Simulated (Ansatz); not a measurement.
## Straining SiO2 (I-42d): density functionals against G0W0

Aim: how the gap of SiO2 (I-42d) follows strain, by a semilocal functional, a hybrid and G0W0.

Calculated with Ansatz 0.2.0; a semilocal functional, HSE06 and G0W0, plane waves, PAW.

### 1. The starting structure

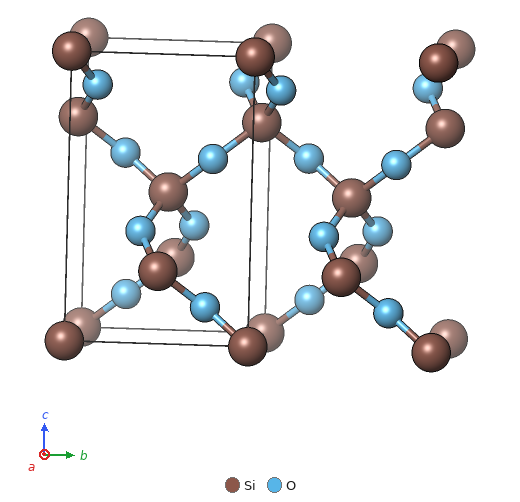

Start, viewed slightly off an axis; silicon brown, oxygen blue. 1×2×1 cells are drawn. This picture shows the conventional cell, with its axes. Bonds to atoms that aren't drawn are left out. Some periodic images of atoms are drawn too.

The start is a cell from the Crystallography Open Database.

### 2. Unstrained: relaxing the ions

A relaxation at this level of theory: leftover forces would pass straight into the levels.

This step: DFT, LDA, plane waves, PAW; PAW set soft_1.

input.yaml

```yaml
crystal:
  lattice:
    - [-2.37405, 2.37405, 3.744]
    - [2.37405, -2.37405, 3.744]
    - [2.37405, 2.37405, -3.744]
  atoms:
    - { symbol: Si, position: [0.0, 0.0, 0.0] }
    - { symbol: Si, position: [0.75, 0.25, 0.5] }
    - { symbol: O, position: [0.99838, 0.625, 0.87338] }
    - { symbol: O, position: [0.375, 0.24838, 0.37338] }
    - { symbol: O, position: [0.75162, 0.125, 0.12662] }
    - { symbol: O, position: [0.875, 0.00162, 0.62662] }
kpoints:
  mp_grid: { grid: [6, 6, 6] }
hamiltonian:
  xc: lda
  pseudopotentials: { kind: paw, azcp: { folder: soft_1 }, xc_functional: pbe }
scf:
  occupations: { method: fermi_dirac, width: 0.02 }
relax:
  f_tol: 0.01
```

On the command line:

```sh
ansatz run input.yaml --threads 3 --pin off --max-ram 92160MiB --backend cuda --events-out ev --progress --plain --runs-dir out --devices 1 --max-vram 13GiB
```

Numbers of over 12 decimals in the logs are rounded to 6 here.

The log of the run:

```text
GPUs: using 1 of 1 available (devices: 1).
Engine: ansatz 0.2.0, x86_64-unknown-linux-gnu
Pseudopotentials: kind: paw
Pseudopotential: Si, paw, valence charge 4, recommended cutoff 420 eV (normal), soft_1/Si.paw.azcp
Pseudopotential: O, paw, valence charge 6, recommended cutoff 420 eV (normal), soft_1/O.paw.azcp
Functional definition: SPW92
  exchange = slater_x
  correlation = pw_c
device memory: the entry about to start is reckoned to put 1.0 GiB on a device that reports 50.2 GiB free (of which the cap on the GPU budget leaves the run 13.0 GiB)
GPU FFT provider: cuFFT
GPU libraries: cuBLAS 13.8.2, cuFFT 12.4.0, cuSOLVER 12.3.4
Crystal: 6 atoms, lattice volume = 84.406 Å³
Basis set: ecut = 420 eV, 1637 PW (Γ)
Bands: 22, of which v1, the nominal top of the filled ones, is band 16 counted from 1 (15 counted from 0)
Symmetry: 8 space group operations
Space group: I-42d (ITA 122), of the structure as read, at distance tolerance 4.4e-5 Å
k-points: 30 of 216 (time reversal used)
Non-local potential: Si, projectors of the file, l = 0: 2, l = 1: 2, l = 2: 1
Non-local potential: O, projectors of the file, l = 0: 2, l = 1: 2, l = 2: 1
PAW form: soft (Blöchl's): semilocal exchange-correlation on the pseudo side does not see the compensation charge
PAW frozen core: Si, regenerated for the run's functional, and the local potential with it (the file was generated under x = pbe(κ = 0.804, μ = 0.219515), c = pbe(β = 0.066725))
PAW frozen core: O, regenerated for the run's functional, and the local potential with it (the file was generated under x = pbe(κ = 0.804, μ = 0.219515), c = pbe(β = 0.066725))
PAW one-centre angular grid: Si, 110 points (default); XC on 64 Gauss nodes
PAW one-centre angular grid: O, 110 points (default); XC on 64 Gauss nodes
Initial density: superposition of atomic densities (chi_scale 0.1, normalization cell, long waves kept (reshape's long-wave potential 0.00 eV rms))
Initial wavefunctions: pseudopotential atomic-orbital guess
GPU buffer pool allocated for 46656 grid points (all kernels)
GPU transforms: local potential and band sums: pruned to the plane-wave sphere, on 36×36×36
Functional: x = slater, c = lda
SCF iter   1: F=—  HF=-3448.426964 eV  |F-HF|=—  |Δ(HF+E_count)|=         —  Δρ=1.17e-1  dr2=1.04e1  ethr=3.10e-3  ⟨swp⟩=7.1  Hψ=3931  notcnv=0
preconditioner: auto → none  [insulator: Δε(μ)=7.286 eV  Ē_g=17.688 eV  σ=0.020 eV  W_gap=1.00  n_scr=14 (ndim 8)  ℏωp=22.9 eV  f_vac=0.102  D(μ)=0.00/eV (n_scr^D=0)  ε∞_Penn≈2.7]
SCF iter   2: F=—  HF=-3445.783845 eV  |F-HF|=—  |Δ(HF+E_count)|=    2.64e0  Δρ=6.35e-2  dr2=1.51e0  ethr=3.10e-3  ⟨swp⟩=3.7  Hψ=1956  notcnv=0  defer=60
SCF iter   3: F=—  HF=-3445.360406 eV  |F-HF|=—  |Δ(HF+E_count)|=   4.23e-1  Δρ=1.88e-2  dr2=1.34e-1  ethr=3.10e-3  ⟨swp⟩=2.0  Hψ=1361  notcnv=0  defer=60
SCF iter   4: F=—  HF=-3445.348415 eV  |F-HF|=—  |Δ(HF+E_count)|=   1.20e-2  Δρ=1.30e-3  dr2=6.14e-4  ethr=4.18e-4  ⟨swp⟩=2.7  Hψ=1092  notcnv=0  defer=60
SCF iter   5: F=—  HF=-3445.348789 eV  |F-HF|=—  |Δ(HF+E_count)|=   3.73e-4  Δρ=2.35e-4  dr2=1.27e-5  ethr=1.92e-6  ⟨swp⟩=2.3  Hψ=1067  notcnv=0  defer=60
SCF iter   6: F=-3445.348800 eV  HF=-3445.348800 eV  |F-HF|=3.26e-8  |Δ(HF+E_count)|=   1.18e-5  Δρ=2.61e-5  dr2=3.74e-7  ethr=7.81e-9  ⟨swp⟩=5.1  Hψ=2575  notcnv=0
SCF 1 converged in 6 iterations: F = -3445.348800 eV  dr2 = 3.74e-7
[...]
relax step   1: F+E_penalty+E_count = -3445.34880041 eV  Δ(F+E_penalty+E_count) = +0.000e0 eV  max|allowed force component| = 2.770e-1 eV/Å  Δτ_max = 0.0000 Å  (6 SCF iters, dr2 threshold 2.50e-6 eV, accepted)
[...]
relax step   2: F+E_penalty+E_count = -3445.35513919 eV  Δ(F+E_penalty+E_count) = -6.339e-3 eV  max|allowed force component| = 2.182e-1 eV/Å  Δτ_max = 0.0064 Å  (4 SCF iters, dr2 threshold 4.80e-6 eV, accepted)
[...]
relax step   4: F+E_penalty+E_count = -3445.36579334 eV  Δ(F+E_penalty+E_count) = -3.232e-5 eV  max|allowed force component| = 6.153e-4 eV/Å  Δτ_max = 0.0014 Å  (4 SCF iters, accepted)
SCF converged after 4 iterations
Free energy (F): -3445.365793 eV
Harris-Foulkes:  -3445.365793 eV  (|F-HF|=1.86e-9)
Internal energy: -3445.365793 eV  (E = F + TS)
E sigma→0 (E₀):  -3445.365793 eV
Fermi energy:    3.788935 eV
--- Per-component energies (eV) ---
  E_band       = -182.801444
  E_kinetic    = 774.032422
  E_local      = -2214.166328  (includes V_loc(G=0)·N_el)
  E_nonlocal   = 264.755890
  E_hartree    = 820.838258
  E_xc         = -395.377500
  E_vxc        = -460.630916  (∫ρ·V_xc dr)
  E_paw        = -1582.399855  (= ΣΔE_a)
  E_vpaw       = -188.474584  (= ΣTr[D̂ρ^β])
  E_aug_tail   = 0.003444  (compensation charges beyond the density's cutoff)
  E_ewald      = -1113.608472
  E_core_change = 0.556347  (= ΣΔE_core)
  E_smearing   = -0.000000  (= −TS)
  E_closure    = 0.000000  (closes the sum)
  Σ components = -3445.365793   (vs F -3445.365793, Δ=0.00e0)
--- Forces (eV/Å), atoms counted from 1 ---
  atom   1  Si     0.00000000    -0.00000000    -0.00000000
  atom   2  Si     0.00000000     0.00000000     0.00000000
  atom   3  O      0.00000000     0.00061527     0.00000000
  atom   4  O      0.00061527     0.00000000    -0.00000000
  atom   5  O     -0.00000000    -0.00061527     0.00000000
  atom   6  O     -0.00061527     0.00000000     0.00000000
  max |Σ_I F_I| component: 2.60e-17 eV/Å
--- Relaxed structure (4 steps of the walk, 4 accepted, 0 SCFs on fresh bases) ---
  F+E_penalty+E_count = -3445.36579334 eV   max|allowed force component| = 6.153e-4 eV/Å
  atoms:
    - { symbol: Si, position: [0, 0, 0] }
    - { symbol: Si, position: [0.750000, 0.25, 0.500000] }
    - { symbol: O, position: [0.991831, 0.625, 0.866831] }
    - { symbol: O, position: [0.375000, 0.241831, 0.366831] }
    - { symbol: O, position: [0.758169, 0.125000, 0.133169] }
    - { symbol: O, position: [0.875000, 0.00816892, 0.633169] }
```

It took 5.2 s on 1 × NVIDIA H100 80GB HBM3 (shared by 6 runs) with 3 threads of AMD EPYC 7R13 (Zen 3), shared host; peak memory 0.88 GiB.

The steps of the relaxation:

| step | energy less that of the first step (eV) | largest force component (eV/Å) |
| --- | --- | --- |
| 1 | 0.0000 | 0.2770 |
| 2 | -0.0063 | 0.2182 |
| 3 | -0.0170 | 0.0119 |
| 4 | -0.0170 | 0.0006 |

Forces are held to the 8 operations that the run works with; a distortion that breaks them can't arise in this run.

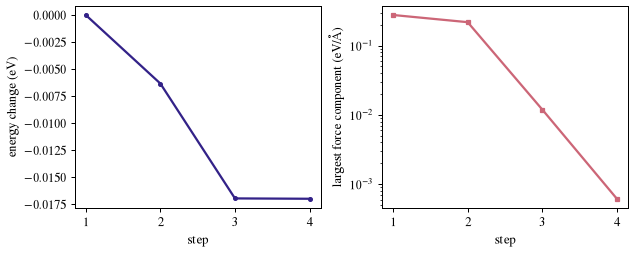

Energy and largest force along the relaxation.

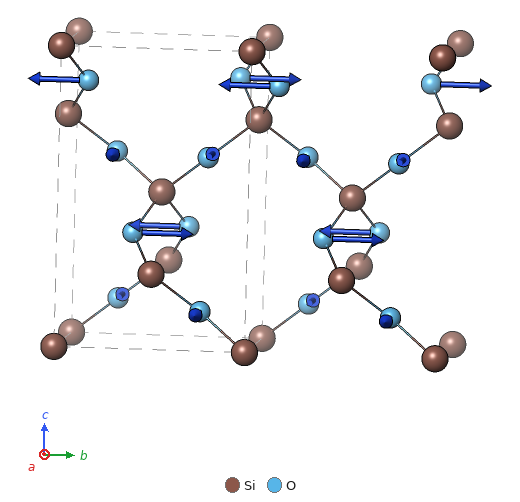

Displacements in the relaxation, exaggerated; the longest in the cell stands for 0.03 Å. Bonds to atoms that aren't drawn are left out. 1×2×1 conventional cells are drawn. Some periodic images of atoms are drawn too.

The atoms that moved most (Å):

| atom | dx | dy | dz | length |
| --- | --- | --- | --- | --- |
| O3 | 0.000 | -0.031 | 0.000 | 0.031 |
| O6 | 0.031 | 0.000 | 0.000 | 0.031 |
| O4 | -0.031 | 0.000 | 0.000 | 0.031 |
| O5 | 0.000 | 0.031 | 0.000 | 0.031 |

The relaxed structure:

```xyz
6
Lattice="-2.3740 2.3740 3.7440 2.3740 -2.3740 3.7440 2.3740 2.3740 -3.7440" Properties=species:S:1:pos:R:3 pbc="T T T"
Si    0.0000    0.0000    0.0000
Si    0.0000    2.3740    1.8720
O     1.1870    2.9288    2.8080
O     0.5547    1.1870    0.9360
O    -1.1870    1.8193    2.8080
O    -0.5547    3.5611    0.9360
```

### 3. Unstrained: LDA

input.yaml

```yaml
crystal:
  lattice:
    - [-2.37405, 2.37405, 3.744]
    - [2.37405, -2.37405, 3.744]
    - [2.37405, 2.37405, -3.744]
  atoms:
    - { symbol: Si, position: [0.0, 0.0, 0.0] }
    - { symbol: Si, position: [0.75, 0.25, 0.5] }
    - { symbol: O, position: [0.99183108, 0.625, 0.86683108] }
    - { symbol: O, position: [0.375, 0.24183108, 0.36683108] }
    - { symbol: O, position: [0.75816892, 0.125, 0.13316892] }
    - { symbol: O, position: [0.875, 0.00816892, 0.63316892] }
kpoints:
  mp_grid: { grid: [8, 8, 8] }
  band_path:
    path:
      - [0.0, 0.0, 0.0]
      - [0.0, 0.0, 0.5]
      - [0.25, 0.25, 0.25]
      - [0.0, 0.5, 0.0]
      - [0.5, 0.5, -0.5]
      - [0.35051897, 0.64948103, -0.35051897]
      - [-0.35051897, 0.35051897, 0.35051897]
      - [-0.20103795, 0.20103795, 0.5]
    npoints: 1
hamiltonian:
  xc: lda
  pseudopotentials: { kind: paw, azcp: { folder: soft_1 }, xc_functional: pbe }
scf:
  occupations: { method: fermi_dirac, width: 0.02 }
  n_extra_bands: 6
output:
  eigenvalues: true
  forces: true
  stress: true
  write_density: true
  write_potential: true
  elf: true
  volumetric_format: npy
```

The log of the run:

```text
[...]
GPUs: using 1 of 1 available (devices: 1).
[...]
GPU FFT provider: cuFFT
GPU libraries: cuBLAS 13.8.2, cuFFT 12.4.0, cuSOLVER 12.3.4
Crystal: 6 atoms, lattice volume = 84.406 Å³
Basis set: ecut = 420 eV, 1637 PW (Γ)
Bands: 22, of which v1, the nominal top of the filled ones, is band 16 counted from 1 (15 counted from 0)
Symmetry: 8 space group operations
[...]
k-points: 59 of 512 (time reversal used)
[...]
GPU buffer pool allocated for 46656 grid points (all kernels)
[...]
SCF iter   1: F=—  HF=-3448.602480 eV  |F-HF|=—  |Δ(HF+E_count)|=         —  Δρ=1.19e-1  dr2=1.08e1  ethr=3.10e-3  ⟨swp⟩=7.1  Hψ=7765  notcnv=0
[...]
SCF iter   7: F=-3445.365797 eV  HF=-3445.365797 eV  |F-HF|=5.93e-10  |Δ(HF+E_count)|=   9.95e-8  Δρ=2.48e-6  dr2=2.07e-9  ethr=3.13e-10  ⟨swp⟩=18.0  Hψ=11799  notcnv=0
SCF 1 converged in 7 iterations: F = -3445.365797 eV  dr2 = 2.07e-9
[...]
NSCF: frozen V_eff on 8 k-points
SCF converged after 7 iterations
Free energy (F): -3445.365797 eV
[...]
Internal energy: -3445.365797 eV  (E = F + TS)
E sigma→0 (E₀):  -3445.365797 eV
Fermi energy:    3.797382 eV
[...]
--- Forces (eV/Å), atoms counted from 1 ---
  atom   1  Si     0.00000000    -0.00000000    -0.00000000
  atom   2  Si     0.00000000     0.00000000     0.00000000
  atom   3  O      0.00000000     0.00057634    -0.00000000
  atom   4  O      0.00057634     0.00000000     0.00000000
  atom   5  O     -0.00000000    -0.00057634     0.00000000
  atom   6  O     -0.00057634     0.00000000     0.00000000
  max |Σ_I F_I| component: 6.94e-18 eV/Å
--- Stress (GPa, compression-positive) ---
        1.028340       0.000000       0.000000
       -0.000000       1.028340       0.000000
       -0.000000       0.000000      -1.437682
  P = ⅓ Tr σ = 0.2063 GPa (2.063 kbar)
--- Band table (eV; the first three rows and the last of 59) ---
  k-point 0: bands = [... 12 lower, -0.5934, -0.1267, 0.8411, 0.8411, 6.7063, 9.3758, 11.8720, 11.8720, ... 2 higher]
  k-point 1: bands = [... 12 lower, -0.6059, -0.0486, 0.8042, 0.8108, 7.0722, 9.6274, 11.2907, 11.7386, ... 2 higher]
  k-point 2: bands = [... 12 lower, -0.5389, 0.0807, 0.7178, 0.7285, 7.9992, 10.2587, 10.8011, 11.2904, ... 2 higher]
  k-point 58: bands = [... 12 lower, -0.6892, -0.6892, 0.6974, 0.6974, 9.6490, 9.6490, 10.5313, 10.5313, ... 2 higher]
```

It took 7.4 s on 1 × NVIDIA H100 80GB HBM3 (shared by 6 runs) with 3 threads; peak memory 0.86 GiB; 7.9 s of CPU time.

In the SCF lines HF is the Harris–Foulkes energy and dr2 the Hartree energy of the density residual, in eV; the loop may stop once dr2 is under the threshold and the program's other checks hold. Hψ counts applications of the Hamiltonian.

Numbers from this step:

```yaml
pressure: 0.2063 GPa
gap: 5.865 eV
valence_top_at: Γ
conduction_bottom_at: Γ
least_direct_gap: 5.865 eV
```

The gap is direct, at Γ.

### 4. Unstrained: G0W0

Now the one-shot GW correction: screening in the RPA, then the self-energy of the levels asked for. This step takes PAW set soft_1 files.

This step: G0W0 on LDA, plane waves, PAW; PAW set soft_1.

input.yaml, the sections that differ from step 3:

```yaml
kpoints:
  mp_grid: { grid: [4, 4, 4] }
scf:
  occupations: { method: fixed }
gw:
  n_empty_bands: 317
  ecut_chi: 140
  qp_bands: [v2, c2]
  qp_kpoints: band_edges
  screening: { model: contour_deformation }
# crystal, hamiltonian: as in step 3
# output: removed
```

The log of the run:

```text
GPUs: using 1 of 1 available (devices: 1).
[...]
GPU FFT provider: cuFFT
GPU libraries: cuBLAS 13.8.2, cuFFT 12.4.0, cuSOLVER 12.3.4
Crystal: 6 atoms, lattice volume = 84.406 Å³
Basis set: ecut = 420 eV, 1637 PW (Γ)
Bands: 22, of which v1, the nominal top of the filled ones, is band 16 counted from 1 (15 counted from 0)
Symmetry: 8 space group operations
[...]
k-points: 13 of 64 (time reversal used)
[...]
GPU buffer pool allocated for 46656 grid points (all kernels)
[...]
SCF iter   1: F=—  HF=-3448.603269 eV  |F-HF|=—  |Δ(HF+E_count)|=         —  Δρ=1.19e-1  dr2=1.07e1  ethr=3.10e-3  ⟨swp⟩=4.9  Hψ=1430  notcnv=0  defer=43
[...]
SCF iter   7: F=-3445.365632 eV  HF=-3445.365632 eV  |F-HF|=4.96e-10  |Δ(HF+E_count)|=   7.31e-8  Δρ=1.93e-6  dr2=1.46e-9  ethr=3.13e-10  ⟨swp⟩=11.8  Hψ=1502  notcnv=0
SCF 1 converged in 7 iterations: F = -3445.365632 eV  dr2 = 1.46e-9
[...]
NSCF: frozen V_eff on 13 k-points, pencils in batches of 32, up to order 88
[...]
G₀W₀ screening: q 1/13
[... further progress lines ...]
[...]
SCF converged after 7 iterations
Free energy (F): -3445.365632 eV
[...]
Internal energy: -3445.365632 eV  (E = F + TS)
E sigma→0 (E₀):  -3445.365632 eV
Fermi energy:    0.841074 eV
[...]
--- Band table (eV; the first three rows and the last of 13) ---
  k-point 0: bands = [... 12 lower, -0.5934, -0.1267, 0.8411, 0.8411, 6.7063, 9.3758, 11.8720, 11.8720, ... 2 higher]
  k-point 1: bands = [... 12 lower, -0.5389, 0.0807, 0.7178, 0.7285, 7.9992, 10.2587, 10.8011, 11.2904, ... 2 higher]
  k-point 2: bands = [... 12 lower, 0.0100, 0.0100, 0.5647, 0.5647, 10.0789, 10.0789, 10.9026, 10.9026, ... 2 higher]
  k-point 12: bands = [... 12 lower, -0.6892, -0.6892, 0.6974, 0.6974, 9.6490, 9.6490, 10.5313, 10.5313, ... 2 higher]
--- G₀W₀: contour deformation, 6 samples at zero and on the imaginary axis and 2 off it, 64 q-points, 317 empty bands' worth ---
  eigenvalues of the whole cell's RPA ε∞ on this k-mesh (on a slab, of 1 + 4πα/V) = 2.2146, 2.2146, 2.2734; static W/v taken at q = 0 is 0.447660
  bands read: the sum over 333 bands ends inside a degenerate multiplet in 4 slots, whose members it reads at an even weight; the widest, k=2: bands 333 to 334 (counted from 1) at 1/2 each
  gw.qp_kpoints: band_edges: 13 of 13 stored k-points solved, in 1 pass; an edge of the gap read off the rows below is read off those points alone
    ik  band        ε_KS         Σx   Σc(E_QP)       V_xc       Z   E_QP_lin       E_QP  E_QP is
     0    15      0.8411   -26.4023     4.0806   -20.5869  0.8041    -0.9195    -0.8937  root
     0    16      0.8411   -26.4023     4.0806   -20.5869  0.8041    -0.9195    -0.8937  root
     0    17      6.7063    -6.8246    -3.2757   -11.5722  0.8706     8.1892     8.1781  root
     0    18      9.3758    -5.4968    -3.8340   -11.1314  0.8647    11.1962    11.1765  root
     1    15      0.7178   -26.4403     4.0866   -20.6194  0.8037    -1.0424    -1.0165  root
     1    16      0.7285   -26.3921     4.1009   -20.5456  0.8037    -1.0435    -1.0171  root
     1    17      7.9992    -7.5585    -3.3322   -12.5046  0.8630     9.6276     9.6130  root
     1    18     10.2587    -5.9338    -4.0058   -11.8559  0.8589    12.1992    12.1750  root
[...]
12    15      0.6974   -26.4933     4.0914   -20.6733  0.8036    -1.0570    -1.0312  root
    12    16      0.6974   -26.4933     4.0914   -20.6733  0.8036    -1.0570    -1.0312  root
    12    17      9.6490    -7.0518    -3.4759   -12.2620  0.8584    11.4024    11.3833  root
    12    18      9.6490    -7.0518    -3.4759   -12.2620  0.8584    11.4024    11.3833  root
```

Elapsed: 21 s, on 1 × NVIDIA H100 80GB HBM3 (shared by 6 runs) with 3 threads; peak memory 1.4 GiB; 33 s of CPU time.

Numbers from this step:

- bands summed: 333
- RPA ε∞ on this mesh (eigenvalues): 2.215, 2.215, 2.273
- plane waves in the screening matrix: 323
- q-points in the mesh: 64
- G0W0 gap on the mesh: 9.072 eV
- k of the valence top: 0, 0, 0
- k of the conduction bottom: 0, 0, 0
- starting gap on the mesh: 5.865 eV
- Z at the valence top: 0.8041
- Z at the conduction bottom: 0.8706
- least direct G0W0 gap on the computed points: 9.072 eV

The gap on the mesh goes from 5.87 eV to 9.07 eV, a correction of +3.21 eV. Between the two edge states, bare exchange in place of the xc potential would open the gap by 10.56 eV, and correlation takes back 7.36 eV.

### 5. Unstrained: HSE06

The screened hybrid is the usual rung above semilocal functionals: a quarter of exact exchange, cut off beyond a few ångström.

This step: DFT, HSE06, plane waves, PAW; PAW set soft_1.

input.yaml: that of step 4 with these lines changed.

```diff
@@ -14,12 +14,24 @@
   mp_grid: { grid: [4, 4, 4] }
+  band_path:
+    path:
+      - [0.0, 0.0, 0.0]
+      - [0.0, 0.0, 0.5]
+      - [0.25, 0.25, 0.25]
+      - [0.0, 0.5, 0.0]
+      - [0.5, 0.5, -0.5]
+      - [0.35051897, 0.64948103, -0.35051897]
+      - [-0.35051897, 0.35051897, 0.35051897]
+      - [-0.20103795, 0.20103795, 0.5]
+    npoints: 1
 hamiltonian:
-  xc: lda
-  pseudopotentials: { kind: paw, azcp: { folder: soft_1 }, xc_functional: pbe }
+  xc: hse06
+  pseudopotentials: { kind: paw, azcp: { folder: soft_1 } }
 scf:
   occupations: { method: fixed }
-gw:
-  n_empty_bands: 317
-  ecut_chi: 140
-  qp_bands: [v2, c2]
-  qp_kpoints: band_edges
-  screening: { model: contour_deformation }
+  n_extra_bands: 6
+output:
+  eigenvalues: true
+  write_density: true
+  write_potential: true
+  elf: true
+  volumetric_format: npy
```

The log of the run:

```text
[...]
GPUs: using 1 of 1 available (devices: 1).
[...]
davidson cushion auto → on  (no smearing: the cushion is to keep the highest requested band from converging to the state above it; pin scf.eigensolver.cushion to override)
[...]
GPU FFT provider: cuFFT
GPU libraries: cuBLAS 13.8.2, cuFFT 12.4.0, cuSOLVER 12.3.4
Crystal: 6 atoms, lattice volume = 84.406 Å³
Basis set: ecut = 420 eV, 1637 PW (Γ)
Bands: 22, of which v1, the nominal top of the filled ones, is band 16 counted from 1 (15 counted from 0)
Symmetry: 8 space group operations
[...]
k-points: 13 of 64 (time reversal used)
[...]
GPU buffer pool allocated for 46656 grid points (all kernels)
[...]
SCF iter   1: F=—  HF=-3551.535418 eV  |F-HF|=—  |Δ(HF+E_count)|=         —  Δρ=1.29e-1  dr2=1.25e1  ethr=1.00e-1  ⟨swp⟩=4.9  Hψ=1056  notcnv=0
[...]
hybrid SCF converged: 2 outer / 9 inner (+5 warm-up), last move |dexx| = 1.95e-7 eV, tail = 9.10e-8 eV
Stability not checked: this state was not tested for a lower state beside it, because the functional holds exact exchange (a hybrid, or Hartree-Fock), whose exchange loop this test does not read (fock_operator; see scf.lower_state_search)
Free energy (F): -3548.839277 eV
Frozen-core exchange: fock
[...]
Internal energy: -3548.839277 eV  (E = F + TS)
E sigma→0 (E₀):  -3548.839277 eV
Fermi energy:    -0.170009 eV
[...]
--- Band table (eV; the first three rows and the last of 13) ---
  k-point 0: bands = [... 12 lower, -1.6208, -1.2057, -0.1700, -0.1700, 7.7429, 10.5726, 13.2606, 13.2606, ... 2 higher]
  k-point 1: bands = [... 12 lower, -1.5838, -0.9610, -0.2968, -0.2904, 9.0795, 11.5071, 12.1151, 12.5792, ... 2 higher]
  k-point 2: bands = [... 12 lower, -1.0434, -1.0434, -0.4546, -0.4546, 11.2672, 11.2672, 12.2230, 12.2230, ... 2 higher]
  k-point 12: bands = [... 12 lower, -1.7933, -1.7933, -0.3192, -0.3192, 10.8086, 10.8086, 11.7824, 11.7824, ... 2 higher]
```

The job ended after 23 s (1 × NVIDIA H100 80GB HBM3 (shared by 6 runs) with 3 threads; peak memory 1.2 GiB).

This step gave:

```
gap                     : 7.913 eV
valence top at          : Γ
conduction bottom at    : Γ
least direct gap        : 7.913 eV
exact-exchange fraction : 0.25
```

The gap stands +2.05 eV against LDA.

[end of part 1 of 4]

[Paths, hosts, dates, memory and timing lines, banners, echoed tables and standing remarks are left out of the program output.]

[Logs are printed without paths, hosts, clocks, repeated set-up lines and the standing remarks that a program may print on its own settings, such as how far it seeks lower states.]

[Runs of the session that timed out or met a known fault of the program may be left out.]

[Cells called generated may have been cut or substituted from an entry of the Crystallography Open Database or the Materials Project.]

[Hosts, paths, dates, database ids (printed as entryN), source tags and the programs' standing remarks are cut or masked in the printed files.]
